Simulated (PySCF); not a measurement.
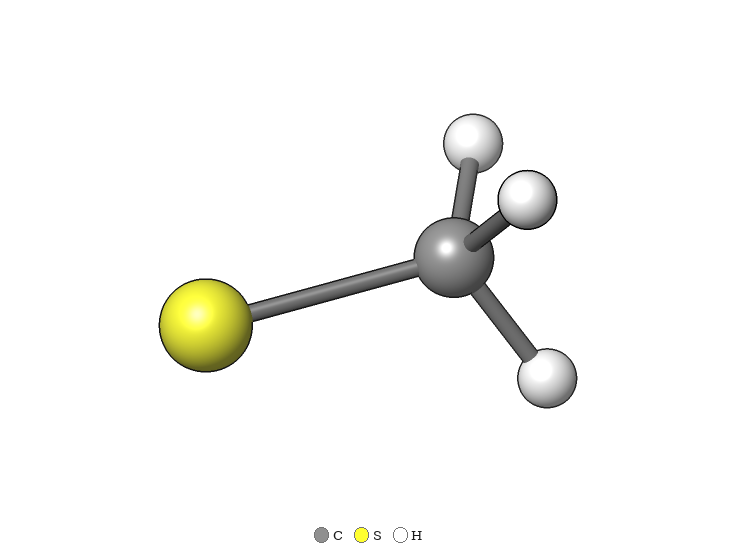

The picture shows a molecular structure as a ball-and-stick model. Every bond is drawn as one stick, whatever its order.

The species has charge −1 and is a spin singlet.

Question: Give the formula.

Answer: CH3S(-), 5 atoms: 1 carbon, 3 hydrogen and 1 sulfur.

Question: Give a SMILES string for it.

Answer: C[S-]

Question: How many bonds of each kind are drawn?

Answer: 3 C–H, 1 C–S.

Question: How many atoms are distinct by symmetry?

Answer: 3: 1 C, 1 S, 3 H.

Question: Which point group does it belong to?

Answer: C3v.

The parts below concern this one geometry. Atoms keep their numbers from picture to picture. The computed structure is the end point of a PBE0-D3(BJ)/def2-SVP optimisation. No frequency run is at hand to confirm it as a minimum.

**NMR shielding**

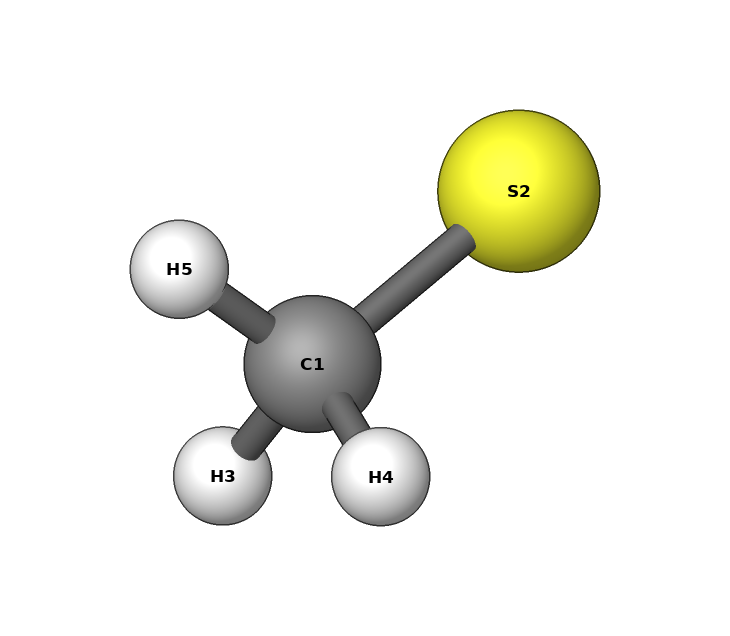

No frequency run is at hand to confirm it as a minimum. Method: GIAO PBE0/cc-pVTZ NMR shielding, non-relativistic, gas phase (PySCF 2.14.0). Principal shieldings σ11 ≤ σ22 ≤ σ33, span Ω = σ33 − σ11, skew κ = 3(σiso − σ22)/Ω.

Give the shielding tensors of the S atoms.

```csv
atom,σ11,σ22,σ33,σiso,Ω,κ
S2,607.5,607.6,986.3,733.8,378.8,1.00
```

Shieldings and span in ppm.

**Electronic properties**

No frequency run is at hand to confirm it as a minimum. Level of theory: PBE0-D3(BJ)/def2-SVP, gas phase (PySCF 2.14.0).

Question: Estimate the rotational constants.

Answer: 160.898, 12.947, 12.946 GHz.

**Charges**

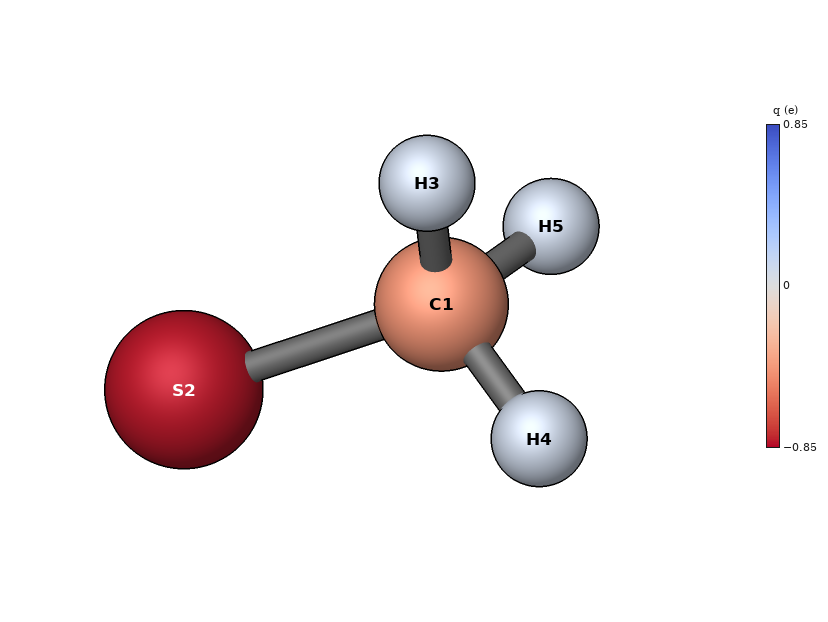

Atoms are coloured by their ESP-fitted charges. No frequency run is at hand to confirm it as a minimum. Properties computed with PBE0/IGLO-III, gas phase (PySCF 2.14.0).

Give the ESP-fitted charges atom by atom.

```csv
atom,value (e)
C1,−0.43
S2,−0.81
H3,0.08
H4,0.08
H5,0.08
```

**Bond orders**

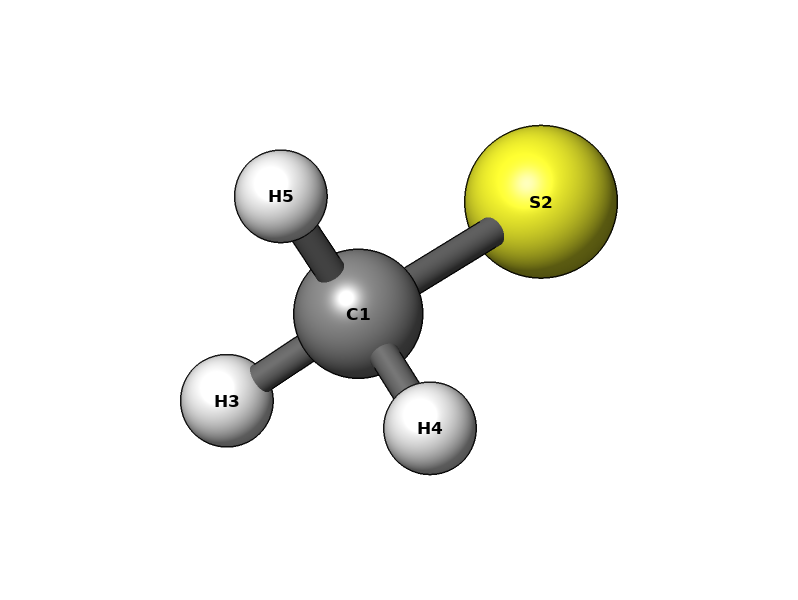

Every bond is drawn as one stick. No frequency run is at hand to confirm it as a minimum. Method: PBE0/cc-pVTZ (PySCF 2.14.0).

List the Mayer bond orders of C1–S2, C1–H3 (one bond of each equivalent set).

```json
{"bond": "C1–S2", "Mayer order": "1.11", "length (Å)": "1.811"}
{"bond": "C1–H3", "Mayer order": "0.97", "length (Å)": "1.115"}
```
